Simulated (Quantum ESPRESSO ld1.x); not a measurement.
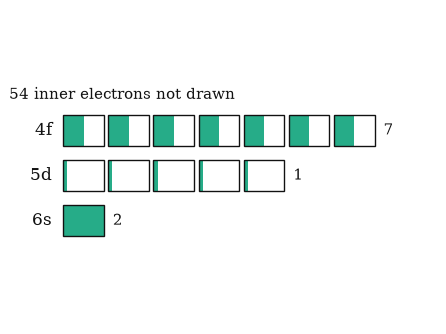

The outer shells as the input fills them: a box for each of the 2l + 1 orbitals, shaded by the share of the shell that is filled, with the electron count at the right.

## Run report: Eu⁻, atomic calculation

Eu⁻, configuration [Xe] 4f7 5d1 6s2. Level asked for: scalar-relativistic Kohn-Sham, LDA (Slater exchange, Perdew-Zunger correlation), spin-polarised, spherical densities, point nucleus, Latter tail correction (Quantum ESPRESSO ld1.x).

**Input**
```
 &input
    zed=63.0,
    iswitch=1,
    rel=1,
    lsd=1,
    dft='PZ',
    config='[Xe] 4f7 5d1 6s2',
    latt=1,
    verbosity='high',
    prefix='ld1',
    max_out_wfc=37,
    file_charge='ld1.rho',
 /
```

**Log**
```
     Program LD1 v.7.5 starts

     Message from routine scf:
     warning: convergence not achieved
     --------------------------- All-electron run ----------------------------

     scalar relativistic calculation

     atomic number is 63.00
     dft =PZ   lsd =1 sic =0 latt =1  beta=0.20 tr2=1.0E-14
     Exchange-correlation= PZ
                           (   1   1   0   0   0   0   0)
     mesh =2095 r(mesh) = 100.37019 a.u. xmin = -8.00 dx = 0.00800
     1 Ry =  13.60569312 eV, c = 137.03599908

     n l     nl                  e(Ry)          e(Ha)          e(eV)
     1 0     1S 1( 1.00)   -3551.573235344   -1775.786617672 -48321.6155439
     2 0     2S 1( 1.00)    -583.071693583    -291.535846792  -7933.0945316
     2 1     2P 1( 3.00)    -519.691748985    -259.845874492  -7070.7664552
     3 0     3S 1( 1.00)    -128.134500060     -64.067250030  -1743.3586863
     3 1     3P 1( 3.00)    -108.410149283     -54.205074642  -1474.9952226
     4 0     4S 1( 1.00)     -25.362030647     -12.681015324   -345.0680060
     4 1     4P 1( 3.00)     -18.870855894      -9.435427947   -256.7510743
     3 2     3D 1( 5.00)     -81.965879859     -40.982939929  -1115.2026079
     5 0     5S 1( 1.00)      -3.183330618      -1.591665309    -43.3114195
     5 1     5P 1( 3.00)      -1.632909145      -0.816454573    -22.2168607
     4 2     4D 1( 5.00)      -9.826729364      -4.913364682   -133.6994641
     4 3     4F 1( 7.00)      -0.133007938      -0.066503969     -1.8096652
     5 2     5D 1( 1.00)      -0.004288863      -0.002144432     -0.0583530
     6 0     6S 1( 1.00)      -0.160130104      -0.080065052     -2.1786810
     1 0     1S 2( 1.00)   -3551.573234848   -1775.786617424 -48321.6155372
     2 0     2S 2( 1.00)    -583.064967655    -291.532483828  -7933.0030207
     2 1     2P 2( 3.00)    -519.686944359    -259.843472179  -7070.7010850
     3 0     3S 2( 1.00)    -127.963231849     -63.981615925  -1741.0284636
     3 1     3P 2( 3.00)    -108.240337150     -54.120168575  -1472.6848108
     4 0     4S 2( 1.00)     -24.969982586     -12.484991293   -339.7339203
     4 1     4P 2( 3.00)     -18.481481171      -9.240740586   -251.4533613
     3 2     3D 2( 5.00)     -81.832814073     -40.916407036  -1113.3921557
     5 0     5S 2( 1.00)      -2.967698422      -1.483849211    -40.3775940
     5 1     5P 2( 3.00)      -1.467971518      -0.733985759    -19.9727700
     4 2     4D 2( 5.00)      -9.443405202      -4.721702601   -128.4840732
     4 3     4F 2( 0.00)       0.001190806       0.000595403      0.0162017
     5 2     5D 2( 0.00)       0.000595224       0.000297612      0.0080984
     6 0     6S 2( 1.00)      -0.137838356      -0.068919178     -1.8753864

     final scf error:  9.2E-02 reached in 201 iterations

     Etot =  -21694.528413 Ry,  -10847.264206 Ha, -295169.096031 eV
     Total magnetization:    8.00 Bohr mag.

     Ekin =   23196.753245 Ry,   11598.376622 Ha,  315607.906096 eV
     Encl =  -52881.348169 Ry,  -26440.674084 Ha, -719487.395113 eV
     Eh   =    8460.412069 Ry,    4230.206034 Ha,  115109.770303 eV
     Exc  =    -470.345558 Ry,    -235.172779 Ha,   -6399.377317 eV

     normalization and overlap integrals

     s(1S/1S) =  1.000000  <r> =   0.0223  <r2> =    0.0007  r(max) =   0.0142
     s(1S/2S) = -0.022103
     s(1S/3S) = -0.009553
     s(1S/4S) = -0.004597
     s(1S/5S) = -0.001879
     s(1S/6S) = -0.000499
     s(2S/2S) =  1.000000  <r> =   0.0952  <r2> =    0.0107  r(max) =   0.0805
     s(2S/3S) = -0.005991
     s(2S/4S) = -0.002759
     s(2S/5S) = -0.001119
     s(2S/6S) = -0.000297
     s(2P/2P) =  1.000000  <r> =   0.0839  <r2> =    0.0086  r(max) =   0.0649
     s(2P/3P) = -0.004833
     s(2P/4P) = -0.002103
     s(2P/5P) = -0.000755
     s(3S/3S) =  1.000000  <r> =   0.2499  <r2> =    0.0714  r(max) =   0.2297
     s(3S/4S) = -0.001938
     s(3S/5S) = -0.000762
     s(3S/6S) = -0.000201
     s(3P/3P) =  1.000000  <r> =   0.2483  <r2> =    0.0715  r(max) =   0.2242
     s(3P/4P) = -0.001653
     s(3P/5P) = -0.000576
     s(4S/4S) =  1.000000  <r> =   0.5665  <r2> =    0.3623  r(max) =   0.5277
     s(4S/5S) = -0.000515
     s(4S/6S) = -0.000134
     s(4P/4P) =  1.000000  <r> =   0.5999  <r2> =    0.4095  r(max) =   0.5493
     s(4P/5P) = -0.000393
     s(3D/3D) =  1.000000  <r> =   0.2262  <r2> =    0.0602  r(max) =   0.1836
     s(3D/4D) = -0.001184
     s(3D/5D) = -0.000181
     s(5S/5S) =  1.000000  <r> =   1.3744  <r2> =    2.1286  r(max) =   1.2323
     s(5S/6S) = -0.000071
     s(5P/5P) =  1.000000  <r> =   1.6241  <r2> =    3.0080  r(max) =   1.4006
     s(4D/4D) =  1.000000  <r> =   0.6546  <r2> =    0.4975  r(max) =   0.5717
     s(4D/5D) = -0.000132
     s(4F/4F) =  1.000000  <r> =   0.9587  <r2> =    1.2793  r(max) =   0.5903
     s(5D/5D) =  1.000009  <r> =   4.9199  <r2> =   38.3921  r(max) =   2.1921
     s(6S/6S) =  1.000000  <r> =   4.5950  <r2> =   24.6129  r(max) =   3.6287
     s(1S/1S) =  1.000000  <r> =   0.0223  <r2> =    0.0007  r(max) =   0.0142
     s(1S/2S) = -0.022103
     s(1S/3S) = -0.009561
     s(1S/4S) = -0.004595
     s(1S/5S) = -0.001838
     s(1S/6S) = -0.000460
     s(2S/2S) =  1.000000  <r> =   0.0952  <r2> =    0.0107  r(max) =   0.0805
     s(2S/3S) = -0.005996
     s(2S/4S) = -0.002758
     s(2S/5S) = -0.001094
     s(2S/6S) = -0.000274
     s(2P/2P) =  1.000000  <r> =   0.0839  <r2> =    0.0086  r(max) =   0.0649
     s(2P/3P) = -0.004837
     s(2P/4P) = -0.002101
     s(2P/5P) = -0.000729
     s(3S/3S) =  1.000000  <r> =   0.2498  <r2> =    0.0713  r(max) =   0.2297
     s(3S/4S) = -0.001939
     s(3S/5S) = -0.000746
     s(3S/6S) = -0.000186
     s(3P/3P) =  1.000000  <r> =   0.2481  <r2> =    0.0713  r(max) =   0.2242
     s(3P/4P) = -0.001653
     s(3P/5P) = -0.000557
     s(4S/4S) =  1.000000  <r> =   0.5665  <r2> =    0.3623  r(max) =   0.5277
     s(4S/5S) = -0.000504
     s(4S/6S) = -0.000124
     s(4P/4P) =  1.000000  <r> =   0.6000  <r2> =    0.4098  r(max) =   0.5493
     s(4P/5P) = -0.000380
     s(3D/3D) =  1.000000  <r> =   0.2259  <r2> =    0.0600  r(max) =   0.1836
     s(3D/4D) = -0.001183
     s(3D/5D) =  0.000000
     s(5S/5S) =  1.000000  <r> =   1.3956  <r2> =    2.1969  r(max) =   1.2422
     s(5S/6S) = -0.000064
     s(5P/5P) =  1.000000  <r> =   1.6637  <r2> =    3.1629  r(max) =   1.4231
     s(4D/4D) =  1.000000  <r> =   0.6556  <r2> =    0.4994  r(max) =   0.5717
     s(4D/5D) =  0.000000
     s(4F/4F) =  0.000000  <r> =   0.0000  <r2> =    0.0000  r(max) = 100.3702
     s(5D/5D) =  0.000000  <r> =   0.0000  <r2> =    0.0000  r(max) = 100.3702
     s(6S/6S) =  1.000000  <r> =   4.8944  <r2> =   28.0317  r(max) =   3.8377

     ------------------------ End of All-electron run ------------------------
```

**What the run reported**

- outcome: not converged
- total energy: −10847.2642 hartree
- kinetic energy: 11598.3766 hartree
- electron–nucleus energy: −26440.6741 hartree
- Hartree energy: 4230.2060 hartree
- exchange–correlation energy: −235.172779 hartree
- SCF iterations: 201
- hardware: 1 CPU thread, shared host
- wall time: 7.2 s

**What went wrong**

The run did not meet its convergence test in 201 iterations, so its last values are not results.
